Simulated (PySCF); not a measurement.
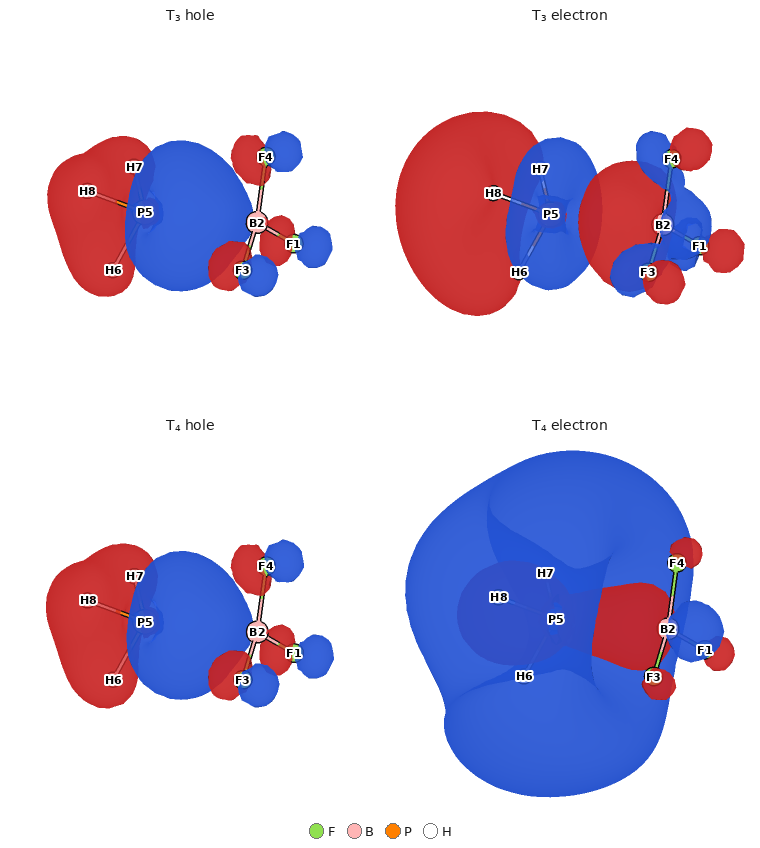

Figure 1: BF3H3P, SMILES `F[B-](F)(F)[PH3+]`. Leading natural transition orbitals (CIS triplet states).

Method: HF/def2-SVPD; geometry: GFN2-xTB; program: PySCF. No frequency check shows the geometry to be a minimum. GFN2-xTB bond lengths at metals and heavier atoms can be off by up to 0.1 Å and shapes distorted, which carries into these values.

Input script:

```python
import numpy as np
from pyscf import gto, scf, dft, tdscf
from pyscf.scf import atom_ks, atom_hf
from scipy.linalg import block_diag

def solve(mol, dm0=None, hcore=None):
    mf = scf.UHF(mol) if mol.spin else scf.RHF(mol)
    mf = mf.density_fit(auxbasis='def2-universal-jkfit')
    mf.conv_tol, mf.max_cycle = 1e-8, 80
    if hcore is not None:
        mf.get_hcore = lambda *args: hcore
    mf.kernel(dm0)
    if not mf.converged:
        mf = mf.newton().run(mf.mo_coeff, mf.mo_occ, max_cycle=30)
    assert mf.converged, 'SCF not converged'
    return mf

mol = gto.M(atom='''
F      0.99408    -1.13318    -0.65521
B      0.77284    -0.00014     0.00017
F      0.99476    -0.00095     1.30880
F      0.99512     1.13383    -0.65375
P     -1.58957    -0.00006    -0.00001
H     -2.29251    -1.03071     0.59461
H     -2.29218     0.00272    -1.19081
H     -2.29156     1.03222     0.59688
''', basis='def2-svpd', charge=0, spin=0, verbose=4)
mf = solve(mol)
td = mf.TDA()
td.nstates, td.singlet, td.conv_tol = 5, False, 1e-5
td.kernel()
td.analyze()
x, y = np.array([p[0] for p in td.xy]), np.array([p[1] + 0 * p[0] for p in td.xy])
f, mu = np.zeros(len(td.e)), np.zeros((len(td.e), 3))
nto = [td.get_nto(state=i + 1, verbose=4) for i in range(len(td.e))]
# spherically averaged free atoms, for the promolecule
atm = scf.atom_hf.get_atm_nrhf(mol)
pro = block_diag(*[(atm[a[0]][2] * atm[a[0]][3]) @ atm[a[0]][2].T for a in mol._atom])
np.savez('result.npz', e=td.e, f=f, ok=td.converged, w=[n[0] for n in nto], nto=[n[1] for n in nto], x=x, y=y, c=mf.mo_coeff, occ=mf.mo_occ, eps=mf.mo_energy, pro=pro, mu=mu)
```

Run with:

```sh
OMP_NUM_THREADS=1 python input.py
```

The run took 110 s on 1 thread of Arm Neoverse V1, with other jobs on the host, peak memory 0.25 GiB.

> Describe these excited states.

By state:
- T₃: 8.29 eV (149 nm), spin-forbidden from the singlet ground state; the leading pair carries 98 %; hole on P5 (64 %), B2 (11 %) and H6, H7 and H8 (5 % each), electron on P5 (34 %), B2 (24 %) and H6, H7 and H8 (9 % each); their centroids lie 0.3 Å apart.
- T₄: 8.74 eV (142 nm), spin-forbidden from the singlet ground state, partly diffuse acceptor orbital; the leading pair carries 91 %; hole on P5 (61 %), B2 (10 %) and H6, H7 and H8 (6 % each), electron on P5 (42 %), H6, H7 and H8 (14 % each) and B2 (9 %) (atom shares of so diffuse an orbital are rough); their centroids lie 0.4 Å apart.
